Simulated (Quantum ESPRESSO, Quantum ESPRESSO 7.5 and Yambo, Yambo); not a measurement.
## SnO2 (Cassiterite): G0W0 on several meshes in Yambo

Aim: the GW shift of SnO2 (Cassiterite) against the k mesh.

Calculated with Quantum ESPRESSO 7.5 and Yambo 5.3.0; PBE and many-body steps on it, plane waves.

### Step 1. The structure

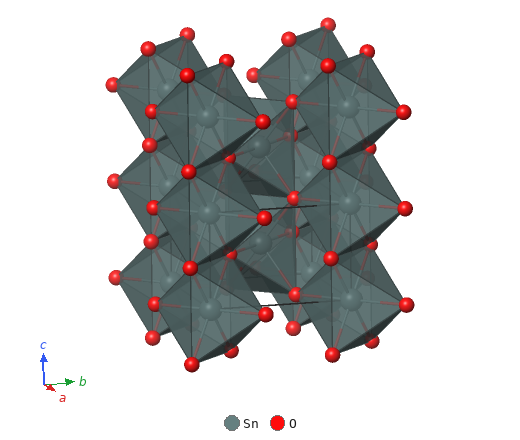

The starting structure, seen slightly off an axis (tin teal, oxygen red). 1×1×2 cells are drawn. Some periodic images of atoms are drawn too.

The cell and positions come from the Crystallography Open Database and are kept as given unless a step says otherwise.

### Step 2. Empty states on the mesh, 2×2×2 mesh, 88 bands

This step: Quantum ESPRESSO 7.5; DFT, PBE, plane waves, norm-conserving pseudopotentials.

The sums over transitions need many empty states on a uniform mesh; this step solves for them.

Input file pw.in:

```
&control
  calculation = 'nscf'
  prefix = 'x'
  outdir = 'o'
  pseudo_dir = 'pseudo'
/
&system
  ibrav = 0
  nat = 6
  ntyp = 2
  ecutwfc = 84.0
  nbnd = 88
  force_symmorphic = .true.
/
&electrons
  conv_thr = 1e-9
  electron_maxstep = 80
  diago_full_acc = .true.
  diago_thr_init = 5e-6
/
ATOMIC_SPECIES
  Sn 118.71 Sn.upf
  O 15.999 O.upf
CELL_PARAMETERS angstrom
  4.7380000000 0.0000000000 0.0000000000
  0.0000000000 4.7380000000 0.0000000000
  0.0000000000 0.0000000000 3.1865000000
ATOMIC_POSITIONS crystal
  Sn 0.0000000000 0.0000000000 0.0000000000
  Sn 0.5000000000 0.5000000000 0.5000000000
  O 0.3071000000 0.3071000000 0.0000000000
  O 0.1929000000 0.8071000000 0.5000000000
  O 0.6929000000 0.6929000000 0.0000000000
  O 0.8071000000 0.1929000000 0.5000000000
K_POINTS automatic
  2 2 2 0 0 0
```

Run with:

```console
OMP_NUM_THREADS=1 mpirun -n 8 pw.x -nk 4 -in pw.in > pw.out
```

The log of the run:

```text
Program PWSCF v.7.5 starts

     This program is part of the open-source Quantum ESPRESSO suite
     for quantum simulation of materials; please cite
         "P. Giannozzi et al., J. Phys.:Condens. Matter 21 395502 (2009);
         "P. Giannozzi et al., J. Phys.:Condens. Matter 29 465901 (2017);
         "P. Giannozzi et al., J. Chem. Phys. 152 154105 (2020);
     in publications or presentations arising from this work. More details at

     Atomic positions and unit cell read from directory:
     o/x.save/

     Message from routine setup:
[...]
-116.6530-116.6530 -72.4821 -72.4821 -72.4387 -72.4387 -72.4342 -72.4342
[...]
45.4545  45.4545  45.6492  45.6492  46.9728  46.9728  48.7617  48.7617
    49.3205  49.3205  52.0960  52.0960  53.2034  53.2034  53.9823  53.9824

          k = 0.0000-0.5000-0.7434 (  6268 PWs)   bands (ev):

     [... further k-points ...]

     highest occupied, lowest unoccupied level (ev):    11.2481   12.5370

     XML data file, pseudopotentials, collected wavefunctions

=------------------------------------------------------------------------------=
   JOB DONE.
=------------------------------------------------------------------------------=
```

Run time: 4.2 s. Hardware: 8 MPI ranks of Arm Neoverse V2, shared host; peak memory 0.58 GiB.

Numbers from this step:

```
gap                                                           : 1.289 eV
k of the valence top                                          : 0, 0, 0
k of the conduction bottom                                    : 0, 0, 0
least direct gap                                              : 1.289 eV
k points computed                                             : 6
lowest point of the top converged band, above the valence top : 40.42 eV
```

On this mesh the gap is 1.289 eV.

The density comes from a self-consistent run that is not shown.

### Step 3. Conversion and set-up

This step: Yambo 5.3.0; conversion and set-up on PBE, plane waves, norm-conserving pseudopotentials.

The states are converted to the many-body program's format and the q mesh is built.

Run with:

```console
(cd o/x.save; p2y > p2y.log; mv SAVE ../..); yambo > setup.log
```

The log of the run:

```text
 Yambo, version 5.3.0

 [02] CORE Variables Setup
 =========================

  [02.01] Unit cells
  ==================

  Cell kind             :  Unknown
  Atoms in the cell     :  Sn  O
  number of Sn atoms    :  2
  number of O  atoms    :   4

  List of atomic masses
  Mass of Sn    :  118.7100
  Mass of O     :  15.99900

  List of atomic coordinates    : [cc]
  Sn1       :  0.000000  0.000000  0.000000  order 1
  Sn2       :  4.476761  4.476761  3.010806  order 2
  O1       :  2.749627  2.749627  0.000000  order 3
  O2       :  1.727134  7.226388  3.010806  order 4
[...]
==========================================

 IBZ Q-points                                      :   6
 BZ  Q-points                                      :   8

 K/Q-points units:
 rlu = crystal or reduced units; cc = cartesian coordinates; iku = interal k-units

 Q [1]          [rlu]:  0.000000  0.000000  0.000000
 Q [2]          [rlu]:  0.000000  0.000000 -0.500000
 Q [3]          [rlu]:  0.000000 -0.500000  0.000000
 Q [4]          [rlu]:  0.000000 -0.500000 -0.500000
 Q [5]          [rlu]: -0.500000 -0.500000  0.000000
 Q [6]          [rlu]: -0.500000 -0.500000 -0.500000

  [03.01] X indexes
  =================

   [03.01.01] Sigma indexes
   ========================

 [06] Game Over & Game summary
```

Run time: 2 s. Hardware: 1 MPI rank; peak memory 0.24 GiB.

### Step 4. 2×2×2

G0W0 replaces the xc potential by the self-energy, built once from these orbitals. Only a window of levels is corrected, while the sums run over the empty bands that the input names.

This step: G0W0 on PBE, plane waves, norm-conserving pseudopotentials.

Input file gw13.in:

```
HF_and_locXC
gw0
dyson
ppa
em1d
rim_cut
RandQpts= 1000000
RandGvec= 1 RL
EXXRLvcs= 84 Ry
VXCRLvcs= 336 Ry
Chimod= "HARTREE"
% BndsRnXp
 1 | 88 |
%
NGsBlkXp= 8.5 Ry
% LongDrXp
 1 | 1 | 1 |
%
% GbndRnge
 1 | 88 |
%
DysSolver= "n"
ExtendOut
PPAPntXp= 27.21138 eV
% QPkrange
 1 | 1 | 33 | 36 |
%
```

Run with:

```console
OMP_NUM_THREADS=2 mpirun -n 4 yambo -F gw13.in -J gw13 -C gw13 > gw13.log
```

The log of the run:

```text
 Yambo, version 5.3.0

 [02] CORE Variables Setup
 =========================

  [... cell, symmetries and grids as in the set-up ...]

  [02.05] Energies & Occupations
  ==============================

  [X] === General ===
  [X] Electronic Temperature                        :  0.000000  0.000000 [eV K]
  [X] Bosonic    Temperature                        :  0.000000  0.000000 [eV K]
  [X] Finite Temperature mode                       : no
  [X] El. density                                   :  0.95062E+24 [cm-3]
  [X] Fermi Level                                   :  11.24814 [eV]

  [X] === Gaps and Widths ===
  [X] Conduction Band Min                           :  1.288899 [eV]
  [X] Valence Band Max                              :  0.000000 [eV]
  [X] Filled Bands                                  :   34
  [X] Empty Bands                                   :   35   88
  [X] Direct Gap                                    :  1.288899 [eV]
  [X] Direct Gap localized at k                     :  1
  [X] Indirect Gap                                  :  1.288899 [eV]
  [X] Indirect Gap between kpts                     :  1  1
  [X] Last valence band width                       :  1.252534 [eV]
  [X] 1st conduction band width                     :  5.193994 [eV]

 [03] Transferred momenta grid and indexing
 ==========================================

 IBZ Q-points                                      :   6
 BZ  Q-points                                      :   8

 K/Q-points units:
 rlu = crystal or reduced units; cc = cartesian coordinates; iku = interal k-units

 Q [1]          [rlu]:  0.000000  0.000000  0.000000
 Q [2]          [rlu]:  0.000000  0.000000 -0.500000
 Q [3]          [rlu]:  0.000000 -0.500000  0.000000
 Q [4]          [rlu]:  0.000000 -0.500000 -0.500000
 Q [5]          [rlu]: -0.500000 -0.500000  0.000000
 Q [6]          [rlu]: -0.500000 -0.500000 -0.500000

 [04] Coloumb potential Random Integration (RIM)
 ===============================================

  [04.01] RIM initialization
  ==========================

  * Diagonal components only detected *

  8 x (sBL volume)        :  0.513853 [a.u.]
  sBZ random points       :  1000000
  Points outside the sBZ  :   7992674
  RL volume               :  0.513853 [a.u.]
  Integrated volume       :  0.514324 [a.u.]

  [04.02] RIM integrals
  =====================

  Gamma point sphere radius             :  0.145288 [a.u.]
  Points outside the sphere             :   799713
  [Int_sBZ(q=0) 1/q^2]*(Vol_sBZ)^(-1/3) =:  7.541870
                                 should be <:  7.795600

  Summary of Coulomb integrals for non-metallic bands |Q|[au] RIM/Bare

  Q [1] 0.100000E-4 0.967452 * Q [3] 0.350878 0.954101
  Q [5] 0.496216 0.995592 * Q [2] 0.521720 1.178302
  Q [4] 0.628734 1.091083 * Q [6] 0.720015 1.053264

 [05] Dipoles
 ============

  [05.01] Setup: observables and procedures
  =========================================

  [WARNING] [x,Vnl] slows the Dipoles computation. To neglect it rename the ns.kb_pp file

 [06] Dynamic Dielectric Matrix (PPA)
 ====================================

 [WR./gw13//ndb.pp]--------------------------------------------------------------
  Brillouin Zone Q/K grids (IBZ/BZ)                :   6   8   6   8
  RL vectors                                       :   7807 [WF]
  Coulomb cutoff potential                         : none
  Electronic Temperature                           :  0.000000 [K]
  Bosonic    Temperature                           :  0.000000 [K]
  PPA    diel. fun.  energies                      : Perdew, Burke & Ernzerhof(X)+Perdew, Burke & Ernzerhof(C)
  wavefunctions                                    : Perdew, Burke & Ernzerhof(X)+Perdew, Burke & Ernzerhof(C)
  Global Gauge                                     : length
  X matrix size                                    :  189
  X band range                                     :    1   88
  X e/h energy range                               : -1.000000 -1.000000 [eV]
  X Time ordering                                  : R
  X Hxc Kernel                                     : HARTREE
  X Drude frequency                                :  0.000000  0.000000
  X poles                                          :  100.0000 [o/o]
  RL vectors in the sum                            :   7807
  [r,Vnl] included                                 : yes
  Field direction                                  :  0.577350E-5  0.577350E-5  0.577350E-5
  BZ energy Double Grid                            : no
  BZ energy DbGd points                            : 0
  BZ Q point size factor                           : -1.000000
  X Optical Averaged directions                    : none

 [07] Local Exchange-Correlation + Non-Local Fock
 ================================================

 [VXC] Plane waves :   50163
 [EXS] Plane waves :   6281

 QP @ state[ 1 ] K range:  1  1
 QP @ state[ 1 ] b range:   33   36

 [xc] Functional : Perdew, Burke & Ernzerhof(X)+Perdew, Burke & Ernzerhof(C)
 [xc] LIBXC used to calculate xc functional
  PP Number of Atomic Species                      :  2
  NLCC RL compoments                               :   50163
  PP Number of Atomic Species                      :  2
  NLCC RL compoments                               :   50163

 [xc] E_xc :  -50.09048 [Ha]
      E_xc :  -100.1810 [Ry]

  Local XC kind (lXC) : Perdew, Burke & Ernzerhof(X)+Perdew, Burke & Ernzerhof(C)
  Non-Local XC kind (nlXC) : Hartree-Fock

  Corrections @ K [1] :  [eV]
 <33|nlXC|33> = -25.29121 -0.12118E-16 <33|lXC|33> = -19.98566 -0.37763E-15
 <34|nlXC|34> = -25.90843 -0.10646E-17 <34|lXC|34> = -20.32096 -0.32747E-22
 <35|nlXC|35> = -11.98496 -0.59028E-18 <35|lXC|35> = -16.47476  0.46645E-19
 <36|nlXC|36> = -10.32623 -0.26476E-17 <36|lXC|36> = -16.24742 -0.37768E-15

 [08] Dyson equation: Newton solver
 ==================================

  [08.01] G0W0 (W PPA)
  ====================

  [  GW  ] Bands range     :    1   88
  [GW/PPA] G damping       :  0.100000 [eV]

  QP @ state[ 1 ] K range:  1  1
  QP @ state[ 1 ] b range:   33   36

   Sc/G bands                                       :    1   88
   Sc/G damping                                     :  0.100000 ev
   Sc bands terminator                              : no
   Sx RL components                                 :   6281

   QP @ state[ 1 ] K range                          :  1  1
   QP @ state[ 1 ] b range                          :   33   36
   GF energies kind                                 : Perdew, Burke & Ernzerhof(X)+Perdew, Burke & Ernzerhof(C)
   GF WF`s kind                                     : Perdew, Burke & Ernzerhof(X)+Perdew, Burke & Ernzerhof(C)
   Xs energies kind                                 : Perdew, Burke & Ernzerhof(X)+Perdew, Burke & Ernzerhof(C)
   Xs WF`s kind                                     : Perdew, Burke & Ernzerhof(X)+Perdew, Burke & Ernzerhof(C)

 [11] Game Over & Game summary
```

It took 7.4 s on 4 MPI ranks; peak memory 1.9 GiB.

Numbers from this step:

```
G0W0 gap on the points computed              : 2.547 eV
starting gap on the mesh                     : 1.289 eV
k of the valence top                         : 0, 0, 0
k of the conduction bottom                   : 0, 0, 0
least direct G0W0 gap on the computed points : 2.547 eV
Z at the valence top                         : 0.7821
Z at the conduction bottom                   : 0.8313
```

The gap on the mesh goes from 1.29 eV to 2.55 eV, a correction of +1.26 eV.

### Step 5. Empty states on the mesh, 2×2×4 mesh, 88 bands

This step: Quantum ESPRESSO 7.5; DFT, PBE, plane waves, norm-conserving pseudopotentials.

pw.in: that of step 2 with these lines changed.

```diff
@@ -35,2 +35,2 @@
 K_POINTS automatic
-  2 2 2 0 0 0
+  2 2 4 0 0 0
```

Run with:

```console
OMP_NUM_THREADS=1 mpirun -n 8 pw.x -nk 4 -in pw.in > pw.out
```

The log of the run:

```text
[banner, memory and clock lines left out]
Program PWSCF v.7.5 starts

     Atomic positions and unit cell read from directory:
     o/x.save/

     Message from routine setup:
     using ibrav=0 with symmetry is DISCOURAGED, use correct ibrav instead

     bravais-lattice index     =            0
     lattice parameter (alat)  =       8.9535  a.u.
     unit-cell volume          =     482.7259 (a.u.)^3
     number of atoms/cell      =            6
     number of atomic types    =            2
     number of electrons       =        68.00
[...]
k = 0.0000 0.0000 0.3717 (  6286 PWs)   bands (ev):

  -116.6530-116.6529 -72.4820 -72.4820 -72.4386 -72.4386 -72.4365 -72.4364
[...]
k = 0.0000 0.0000-0.7434 (  6274 PWs)   bands (ev):

  -116.6528-116.6528 -72.4818 -72.4817 -72.4386 -72.4386 -72.4384 -72.4384
[...]
45.2284  45.2284  46.1404  46.1404  46.5071  46.5071  48.8842  48.8842
    49.6189  49.6189  50.9144  50.9144  51.4739  51.4739  51.9518  51.9518

          k = 0.0000-0.5000 0.0000 (  6250 PWs)   bands (ev):

     [... further k-points ...]

     highest occupied, lowest unoccupied level (ev):    11.2481   12.5370

     XML data file, pseudopotentials, collected wavefunctions
```

It took 5.8 s on 8 MPI ranks; peak memory 0.58 GiB.

Numbers from this step:

| Quantity | Value |
| --- | --- |
| gap | 1.289 eV |
| k of the valence top | 0, 0, 0 |
| k of the conduction bottom | 0, 0, 0 |
| least direct gap | 1.289 eV |
| k points computed | 9 |
| lowest point of the top converged band, above the valence top | 40.42 eV |

On this mesh the gap is 1.289 eV.

### Step 6. Conversion and set-up

This step: Yambo 5.3.0; conversion and set-up on PBE, plane waves, norm-conserving pseudopotentials.

Run with:

```console
(cd o/x.save; p2y > p2y.log; mv SAVE ../..); yambo > setup.log
```

The log of the run:

```text
 Yambo, version 5.3.0

 [02] CORE Variables Setup
 =========================

  [02.01] Unit cells
  ==================

  Cell kind             :  Unknown
  Atoms in the cell     :  Sn  O
  number of Sn atoms    :  2
  number of O  atoms    :   4

  List of atomic masses
  Mass of Sn    :  118.7100
  Mass of O     :  15.99900

  List of atomic coordinates    : [cc]
  Sn1       :  0.000000  0.000000  0.000000  order 1
  Sn2       :  4.476761  4.476761  3.010806  order 2
  O1       :  2.749627  2.749627  0.000000  order 3
  O2       :  1.727134  7.226388  3.010806  order 4
[...]
==========================================

 IBZ Q-points                                      :   9
 BZ  Q-points                                      :  16

 K/Q-points units:
 rlu = crystal or reduced units; cc = cartesian coordinates; iku = interal k-units

 Q [1]          [rlu]:  0.000000  0.000000  0.000000
 Q [2]          [rlu]:  0.000000  0.000000  0.250000
 Q [3]          [rlu]:  0.000000  0.000000 -0.500000
[...]
Q [8]          [rlu]: -0.500000 -0.500000  0.250000
 Q [9]          [rlu]: -0.500000 -0.500000 -0.500000

  [03.01] X indexes
  =================

   [03.01.01] Sigma indexes
   ========================

 [06] Game Over & Game summary
```

Run time: 2.1 s. Hardware: 1 MPI rank; peak memory 0.24 GiB.

### Step 7. 2×2×4

This step: G0W0 on PBE, plane waves, norm-conserving pseudopotentials.

Input file gw14.in:

```
HF_and_locXC
gw0
dyson
ppa
em1d
rim_cut
RandQpts= 1000000
RandGvec= 1 RL
EXXRLvcs= 84 Ry
VXCRLvcs= 336 Ry
Chimod= "HARTREE"
% BndsRnXp
 1 | 88 |
%
NGsBlkXp= 8.5 Ry
% LongDrXp
 1 | 1 | 1 |
%
% GbndRnge
 1 | 88 |
%
DysSolver= "n"
ExtendOut
PPAPntXp= 27.21138 eV
% QPkrange
 1 | 1 | 33 | 36 |
%
```

Run with:

```console
OMP_NUM_THREADS=2 mpirun -n 4 yambo -F gw14.in -J gw14 -C gw14 > gw14.log
```

The log of the run:

```text
 Yambo, version 5.3.0

 [02] CORE Variables Setup
 =========================

  [... cell, symmetries and grids as in the set-up ...]

  [02.05] Energies & Occupations
  ==============================

  [X] === General ===
  [X] Electronic Temperature                        :  0.000000  0.000000 [eV K]
  [X] Bosonic    Temperature                        :  0.000000  0.000000 [eV K]
  [X] Finite Temperature mode                       : no
  [X] El. density                                   :  0.95062E+24 [cm-3]
  [X] Fermi Level                                   :  11.24814 [eV]

  [X] === Gaps and Widths ===
  [X] Conduction Band Min                           :  1.288899 [eV]
  [X] Valence Band Max                              :  0.000000 [eV]
  [X] Filled Bands                                  :   34
  [X] Empty Bands                                   :   35   88
  [X] Direct Gap                                    :  1.288899 [eV]
  [X] Direct Gap localized at k                     :  1
  [X] Indirect Gap                                  :  1.288899 [eV]
  [X] Indirect Gap between kpts                     :  1  1
  [X] Last valence band width                       :  1.252534 [eV]
  [X] 1st conduction band width                     :  5.193994 [eV]

 [03] Transferred momenta grid and indexing
 ==========================================

 IBZ Q-points                                      :   9
 BZ  Q-points                                      :  16

 K/Q-points units:
 rlu = crystal or reduced units; cc = cartesian coordinates; iku = interal k-units

 Q [1]          [rlu]:  0.000000  0.000000  0.000000
 Q [2]          [rlu]:  0.000000  0.000000  0.250000
 Q [3]          [rlu]:  0.000000  0.000000 -0.500000
[...]
================================================

 [VXC] Plane waves :   50163
 [EXS] Plane waves :   6281

 QP @ state[ 1 ] K range:  1  1
 QP @ state[ 1 ] b range:   33   36

 [xc] Functional : Perdew, Burke & Ernzerhof(X)+Perdew, Burke & Ernzerhof(C)
 [xc] LIBXC used to calculate xc functional
  PP Number of Atomic Species                      :  2
  NLCC RL compoments                               :   50163
  PP Number of Atomic Species                      :  2
  NLCC RL compoments                               :   50163

 [xc] E_xc :  -50.05716 [Ha]
      E_xc :  -100.1143 [Ry]

  Local XC kind (lXC) : Perdew, Burke & Ernzerhof(X)+Perdew, Burke & Ernzerhof(C)
  Non-Local XC kind (nlXC) : Hartree-Fock

  Corrections @ K [1] :  [eV]
 <33|nlXC|33> = -25.36971 -0.23501E-16 <33|lXC|33> = -19.98352 -0.66564E-21
 <34|nlXC|34> = -25.96589  0.46308E-17 <34|lXC|34> = -20.31710  0.75527E-15
 <35|nlXC|35> = -12.28508 -0.89712E-17 <35|lXC|35> = -16.49541  0.18885E-15
 <36|nlXC|36> = -10.63355 -0.32972E-17 <36|lXC|36> = -16.29268  0.37763E-15

 [08] Dyson equation: Newton solver
 ==================================

  [08.01] G0W0 (W PPA)
  ====================

  [  GW  ] Bands range     :    1   88
  [GW/PPA] G damping       :  0.100000 [eV]

  QP @ state[ 1 ] K range:  1  1
  QP @ state[ 1 ] b range:   33   36

   Sc/G bands                                       :    1   88
   Sc/G damping                                     :  0.100000 ev
   Sc bands terminator                              : no
   Sx RL components                                 :   6281

   QP @ state[ 1 ] K range                          :  1  1
   QP @ state[ 1 ] b range                          :   33   36
   GF energies kind                                 : Perdew, Burke & Ernzerhof(X)+Perdew, Burke & Ernzerhof(C)
   GF WF`s kind                                     : Perdew, Burke & Ernzerhof(X)+Perdew, Burke & Ernzerhof(C)
   Xs energies kind                                 : Perdew, Burke & Ernzerhof(X)+Perdew, Burke & Ernzerhof(C)
   Xs WF`s kind                                     : Perdew, Burke & Ernzerhof(X)+Perdew, Burke & Ernzerhof(C)

 [11] Game Over & Game summary
```

The job ended after 15 s (4 MPI ranks; peak memory 1.6 GiB; 92 s of CPU time).

Numbers from this step:

```
G0W0 gap on the points computed              : 2.700 eV
starting gap on the mesh                     : 1.289 eV
k of the valence top                         : 0, 0, 0
k of the conduction bottom                   : 0, 0, 0
least direct G0W0 gap on the computed points : 2.700 eV
Z at the valence top                         : 0.7860
Z at the conduction bottom                   : 0.8389
```

Against G0W0 in Yambo (2×2×2 mesh, 88 bands, screening to 115.6 eV, Godby-Needs plasmon pole), the gap moves by +0.153 eV.

(Part 1 of 2 ends here.)

[Paths, hosts, dates, memory and timing lines, banners, echoed tables and standing remarks are left out of the program output.]

[Logs are printed without paths, hosts, clocks, repeated set-up lines and the standing remarks that a program may print on its own settings, such as how far it seeks lower states.]

[Runs of the session that timed out or met a known fault of the program may be left out.]

[Hosts, paths, dates, database ids (printed as entryN), source tags and the programs' standing remarks are cut or masked in the printed files.]
